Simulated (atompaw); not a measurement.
**Sn: generating and testing a PAW (atompaw) potential**

Task: generate the file, and judge it by its logarithmic derivatives, its ghosts and its cutoff.

Method: atompaw 4.2.0.5, PBE, scalar-relativistic.

**1. The design**

Typed settings, in words:

| Item | Value |
| --- | --- |
| element | tin (Sn, Z = 50) |
| type | PAW |
| frozen core | [Ar] 3d10 |
| valence charge | 22 |
| reference configuration | 4s2 4p6 4d10 5s2 5p2 |
| partial waves | 4s (bound): rc 1.40 bohr; 5s (bound): rc 1.70 bohr; 4p (bound): rc 1.60 bohr; 5p (bound): rc 1.70 bohr; 4d (bound): rc 1.70 bohr; 4d channel at 0.25 Ry: rc 1.70 bohr |
| local potential | bessel scheme, radius 1.65 bohr |
| core correction | smooth core density matched at 1.40 bohr |
| augmentation charge | besselshape compensation charge, radius 1.35 bohr; PAW radius 1.70 bohr; waves and projectors: custom rrkj gramschmidtortho |

**2. The generation run**

File Sn.input:

```
Sn 50
GGA-PBE scalarrelativistic loggrid 1500 logderivrange -12 5 426
5 5 4 0 0 0
5 1 2
0 0 0
c
c
c
v
v
c
c
v
v
c
v
2
1.70 1.35 1.65 1.40
n
n
y
0.25
n
custom rrkj gramschmidtortho besselshape
bessel
1.40
1.70
1.60
1.70
1.70
1.70
PWSCFOUT
UPFDX 0.0125d0 UPFXMIN -7.d0 UPFZMESH 50.d0
END
```

Started as:

```
atompaw < Sn.input > Sn.log
```

What the program wrote to the file Sn (summary file):

```text
 Completed calculations for Sn (AE)

 Exchange-correlation type: GGA, Perdew-Burke-Ernzerhof

 Radial integration grid is logarithmic 
 r0 =   1.7396511E-04 h =   8.6982553E-03   n =      1500 rmax =   8.0000000E+01

 Scalar relativistic calculation

 AEatom converged in  32 iterations
   nz     =  50.00
   delta  =       8.103634612370E-17

 All Electron Orbital energies:         
  n  l      occupancy      energy
  1  0      2.0000000E+00 -2.1325094E+03
  2  0      2.0000000E+00 -3.2193196E+02
  3  0      2.0000000E+00 -6.2124667E+01
  4  0      2.0000000E+00 -9.8437017E+00
  5  0      2.0000000E+00 -7.7535632E-01
  2  1      6.0000000E+00 -2.8899305E+02
  3  1      6.0000000E+00 -5.1361590E+01
  4  1      6.0000000E+00 -6.5928432E+00
  5  1      2.0000000E+00 -2.7152805E-01
  3  2      1.0000000E+01 -3.4795994E+01
  4  2      1.0000000E+01 -1.8991319E+00

 Total energy
   Total                    :   -12354.40467430889657

 ---
 Completed calculations for Sn (SC)

 Exchange-correlation type: GGA, Perdew-Burke-Ernzerhof

 Radial integration grid is logarithmic 
 r0 =   1.7396511E-04 h =   8.6982553E-03   n =      1500 rmax =   8.0000000E+01

 Scalar relativistic calculation

 SCatom converged in   3 iterations
   nz     =  50.00
   delta  =       2.478644501883E-17

 Valence Electron Orbital energies:         
  n  l      occupancy      energy
   4  0      2.0000000E+00 -9.8437017E+00
   5  0      2.0000000E+00 -7.7535632E-01
   4  1      6.0000000E+00 -6.5928432E+00
   5  1      2.0000000E+00 -2.7152805E-01
   4  2      1.0000000E+01 -1.8991319E+00

 Total energy
   Total                    :   -12354.40467430904573
   Valence                  :     -713.78594220844093

 PAW parameters: 
       lmax =            2
         rc =    1.7113770483216604     
        irc =         1058
   rc_shape =    1.3531274405973404     
    rc_vloc =    1.6528510696653060     
    rc_core =    1.4010415904255438     
   Vloc: truncated form - Vps(r)=A.sin(qr)/r for r<rc
   Projector type: RRKJ pseudization + Gram-Schmidt ortho.
   Bessel compensation charge shape zeroed at   1.3531E+00

 Number of basis functions     6
 No.   n  nodes  l      Energy         Cp coeff         Occ
  1    4    3    0   -0.9843702E+01  0.1000000E+01  0.2000000E+01
  2    5    4    0   -0.7753563E+00  0.8153359E+00  0.2000000E+01
  3    4    2    1   -0.6592843E+01  0.1000000E+01  0.6000000E+01
  4    5    3    1   -0.2715281E+00  0.7043552E+00  0.2000000E+01
  5    4    1    2   -0.1899132E+01  0.1000000E+01  0.1000000E+02
  6  999    2    2    0.2500000E+00  0.4026962E+00  0.0000000E+00

 Eigenvalues of overlap operator (in the basis of projectors):
    1        1.30033677E-01
    2        3.44094933E-01
    3        1.31383943E+00
    4        3.02098219E+00
    5        1.80126566E+01
    6        1.17181960E+02

 Orbital leakage outside PAW augmentation regions
   orb  is_core?  %out_of_sphere
   1 0    T          -0.00
   2 0    T           0.00
   3 0    T           0.00
   4 0    F           0.60
   5 0    F          79.63
   2 1    T           0.00
   3 1    T           0.00
   4 1    F           1.64
   5 1    F          92.55
   3 2    T           0.00
   4 2    F          10.01

 Summary of PAW energies
   Total valence energy     :   -713.78600752588000
   Smooth energy            :    236.90074473875444
   One center               :   -950.68675226463449
   Smooth kinetic           :     80.16144262774883
   Vloc energy              :     83.75203361963901
   Smooth exch-corr         :    -22.44720610767389
   One-center xc            :   -307.07768090357223
```

Wall time 11 s (1 thread of Intel Xeon Platinum 8259CL at 2.50GHz, shared host).

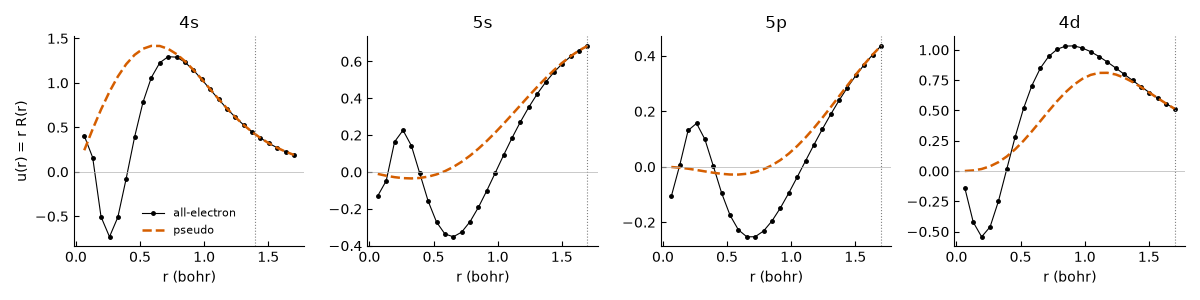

All-electron and pseudo partial waves (4s, 5s, 5p, 4d), with the matching radii dotted. The curves join 26 sampled radii, too few to resolve the innermost nodes.

**3. Logarithmic derivatives**

Taken from the files of the generation run. The phase is arctan(r·u′/u) with u = r·R, unwrapped, with energies in Ry. A pole is an energy at which the radial function vanishes at the test radius. The pseudo phase is shifted by a multiple of π to meet the all-electron one at the reference energy. Levels narrower than the energy grid can be missing from the poles. The last column is the largest difference on the grid between −1 and +1 Ry.

| channel | radius (bohr) | reference (Ry) | poles AE | poles PS | window around the reference with phases within 0.05 rad (Ry) | largest difference near zero (rad) |
| --- | --- | --- | --- | --- | --- | --- |
| s | 1.71 | -0.78 | -9.66 | -9.66 | the whole range | 0.009 |
| p | 1.71 | -0.27 | -6.24 | -6.24 | the whole range | 0.002 |
| d | 1.71 | -1.90 | -0.95 | -0.95 | the whole range | 0.000 |

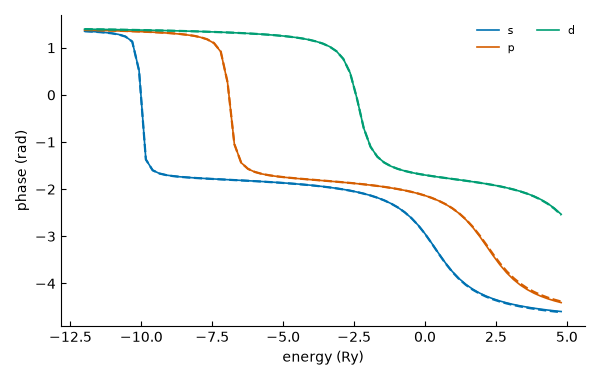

Phases by channel: all-electron solid, pseudo dashed.

**4. Cutoff and ghost test in a Bessel basis**

A separate test, outside the generator: the pseudo-atom's Hamiltonian at the reference potential is diagonalised in spherical Bessel functions j_l(qr) that vanish at 20 bohr, with q² up to the cutoff.

All-electron valence levels (Ry): 4s -9.8437, 5s -0.7754, 4p -6.5928, 5p -0.2715, 4d -1.8991. The lowest levels of each channel (Ry) by cutoff; the last column sums, over occupied levels, occupation times the distance from the level at 400 Ry. A positive value at high cutoff is not a bound level.

```
cutoff (Ry)     s #1     s #2     p #1     p #2     d #1    f #1  Σ f·Δε (mRy)
          8  -6.1014  -0.7164  -1.5604  -0.0864  -0.7389  0.1045       49770.6
         12  -8.7666  -0.7715  -4.4672  -0.2361  -1.3836  0.1045       20142.4
         18  -9.7017  -0.7747  -6.2814  -0.2697  -1.7691  0.1045        3458.2
         25  -9.8262  -0.7751  -6.5699  -0.2713  -1.8659  0.1045         506.8
         35  -9.8423  -0.7753  -6.5915  -0.2715  -1.8970  0.1045          33.1
         45  -9.8428  -0.7754  -6.5921  -0.2715  -1.8984  0.1045          14.8
         50  -9.8433  -0.7754  -6.5924  -0.2715  -1.8986  0.1045           9.0
         55  -9.8435  -0.7754  -6.5926  -0.2715  -1.8989  0.1045           4.7
         70  -9.8436  -0.7754  -6.5927  -0.2715  -1.8991  0.1045           1.9
         90  -9.8436  -0.7754  -6.5928  -0.2716  -1.8991  0.1045           0.7
        110  -9.8437  -0.7754  -6.5928  -0.2716  -1.8992  0.1045           0.4
        400  -9.8437  -0.7754  -6.5928  -0.2716  -1.8992  0.1045           0.0
```

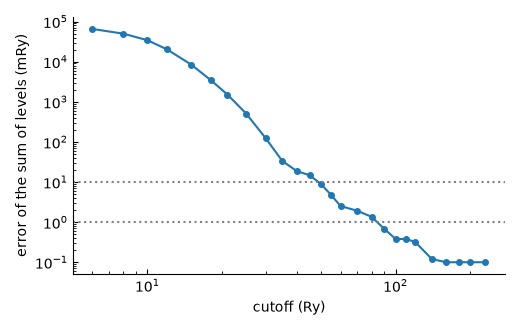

Occupation-weighted error of the valence levels against the cutoff; the dotted lines mark 10 and 1 mRy.

The sum stays within 10 mRy from 50 Ry and within 1 mRy from 90 Ry. The sum leaves out empty levels, which can need more. Ghost test: no level below the all-electron spectrum of its channel (s, p, d, f tested).

**5. Outcome**

| quantity | value |
| --- | --- |
| cutoffs for 10 and 1 mRy, occupied levels | 50 Ry and 90 Ry |
| bound ghosts | none found |
| largest phase difference near zero energy, channels read | 0.009 rad |
| lowest eigenvalue of the overlap (Bessel basis) | 0.164 (d) |
| share of valence orbitals outside the PAW sphere | 4s 1 %, 5s 80 %, 4p 2 %, 5p 93 %, 4d 10 % |
| UPF file | written |

**Reading.** The potential is of middling hardness: the looser tolerance needs 50 Ry. The Bessel-basis test finds no level below the valence levels. Near zero energy the phases of the channels with partial waves agree within 0.009 rad.
